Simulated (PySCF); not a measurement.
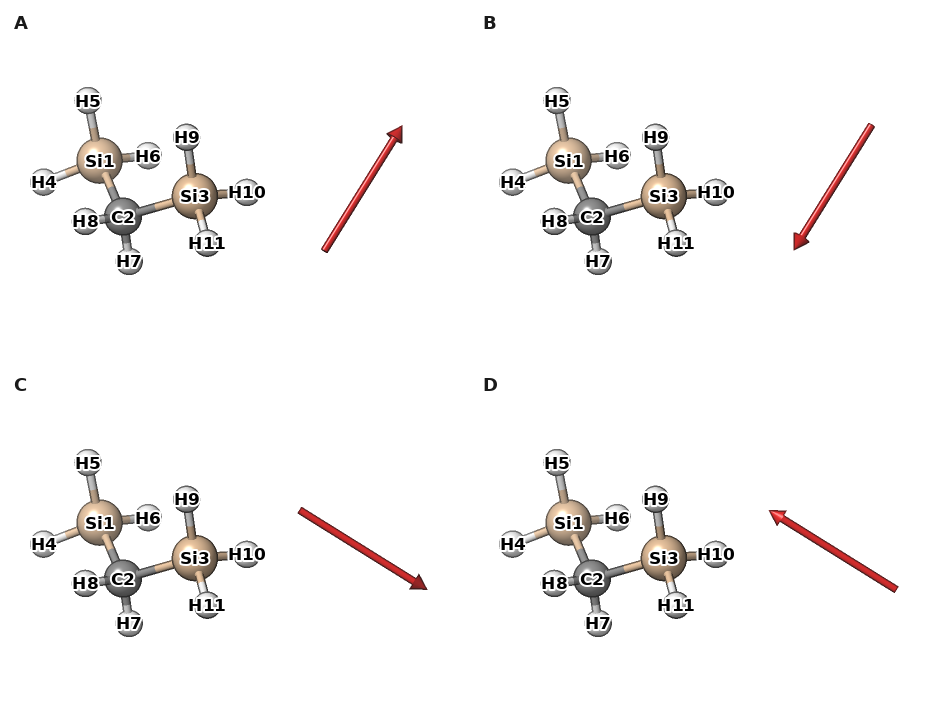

The same molecule four times, each with an arrow. The computed structure is the end point of a GFN2-xTB optimisation. No frequency run is at hand to confirm it as a minimum. Level of theory: PBE0/pcSseg-1, gas phase (PySCF 2.14.0).

Question: Which arrow points along the dipole moment, from the negative to the positive end?

Answer: B. The dipole moment is 0.62 D; it points from the side of H5, H6, H9, H10 to the side of H7, H8 (the outermost atoms at the two ends).

The geometry is semi-empirical. Around Si such bond lengths and angles can be off by a tenth of an ångström or more and by several degrees, and values that hang on the shape move with them.
